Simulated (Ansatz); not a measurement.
# A computed series for Pd: response to strain

Take Pd in the fcc (Cu type) structure (space group Fm-3m, No. 225; a = 3.945 Å; relaxed with 0.1 eV smearing) as the base.

Strains are applied to the cell and any free atomic positions relax.

Computed with PBE in Ansatz (plane waves to 420 eV, PAW, no spin-orbit coupling).

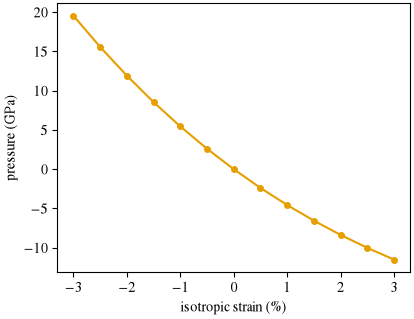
Figure: Pressure against isotropic strain

Problem. From the plot, what is the pressure for isotropic strain +1.00 %?

Solution. About -5 GPa.

Problem. Is the trend monotonic over the range shown?

Solution. Yes, it falls throughout, spanning -11.5 GPa to 19.5 GPa.

Stability against distortions was not tested. All final runs are without spin polarisation. Pd lies near a magnetic instability that expansion can trigger; it was not tested.

Ansatz is a first-principles code.
